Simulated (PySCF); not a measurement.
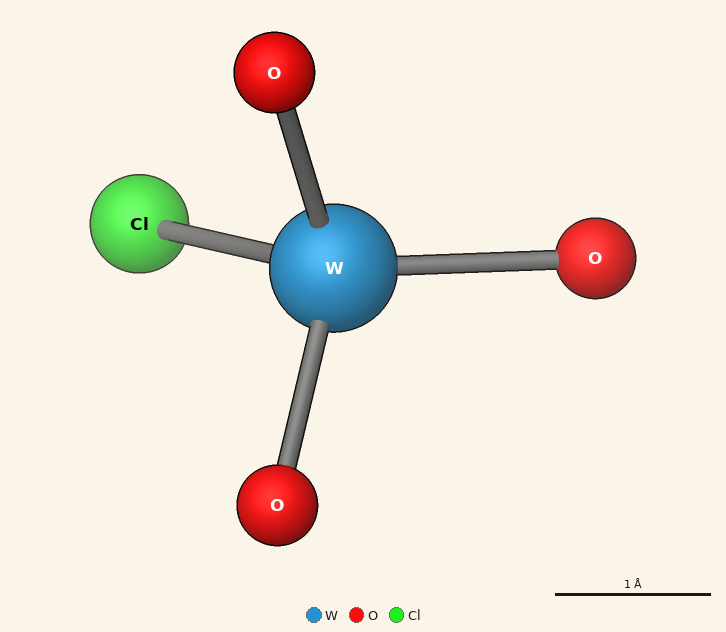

Depth is shown by fading: the farther an atom, the more it takes the colour of the background. The species has charge −1 and is a spin singlet. Computed geometry: PBE0-D3(BJ)/def2-SVP optimisation. No frequency run is at hand to confirm it as a minimum. Masses are those of the most abundant isotopes; constants are for the rigid equilibrium geometry.

What kind of rotor is it, and what are its rotational constants in cm⁻¹?

A prolate symmetric top (C3v): A = 0.131, B = C = 0.0638 cm⁻¹.
